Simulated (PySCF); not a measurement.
## Electronic structure of CH7BrSi2 (SMILES [SiH3][SiH2]CBr) in real space

Input file:

```
{"job": {"kind": "uv", "xc": "CAM-B3LYP", "basis": "def2-SVPD", "nstates": 8, "ntriplets": 3}, "charge": 0, "multiplicity": 1}
Si    -1.894541    -0.090617    -0.048804
Si     0.313620    -0.777636    -0.011645
C      1.438430     0.770691     0.083490
Br     3.318401     0.234858     0.114047
H     -2.199132     0.764990    -1.198742
H     -2.268695     0.668027     1.147700
H     -2.781406    -1.250487    -0.122641
H      0.767743    -1.502353    -1.205786
H      0.699065    -1.597300     1.144793
H      1.330100     1.427980    -0.776064
H      1.281839     1.354518     0.987410
```

Command:

```sh
OMP_NUM_THREADS=1 python probes_run.py task.json out
```

Geometry: GFN2-xTB.

Method: PySCF 2.14.0, CAM-B3LYP/def2-SVPD, SCF density, gas phase.

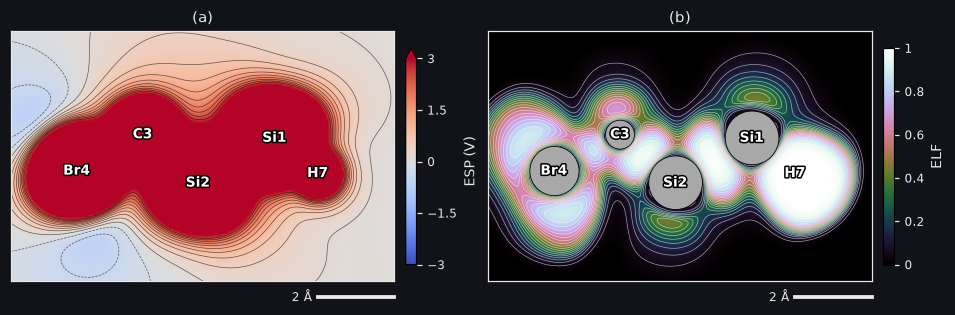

Figure 1. (a) molecular electrostatic potential; (b) ELF on the plane of atoms Si2, Si1 and H7. Grey discs cover the atomic cores in the ELF map.

### Interpret the plot.

The section cuts through Si, C, Br and H sites. C–Si (1.92 Å): the ELF peaks at about 1 between the atoms: localised, covalent bonding. C–Br (1.96 Å): the ELF peaks at about 0.85 between the atoms (a covalent bond). Si–Si (2.31 Å): the ELF peaks at about 1 between the atoms: localised, covalent bonding. Si–H (1.46 Å): the ELF climbs to about 1 towards the hydrogen, as it does in any bond to H. The ELF also peaks beside Br4, away from the bonds: lone-pair regions. Outside the dense part of the molecule the potential is most negative (−0.6 V) near Br4.

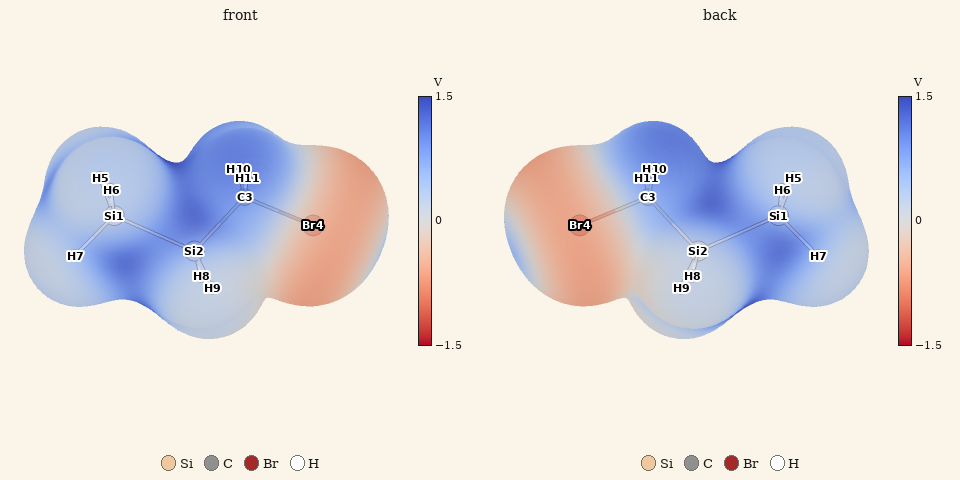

Figure 2. The molecular electrostatic potential painted on the density surface at 0.002 e/bohr³, seen from the front and from behind; red is negative and blue positive.

### Where is the surface potential most negative and most positive?

The most negative region (about −0.7 V) lies over Br4, the most positive (about +1.4 V) over Si1 and Si2. Br4 shows a σ-hole: about +0.6 V at the tip opposite its bond, against about −0.6 V on its flanks.

### What dipole moment does the calculation give?

Its dipole moment is 1.95 D.
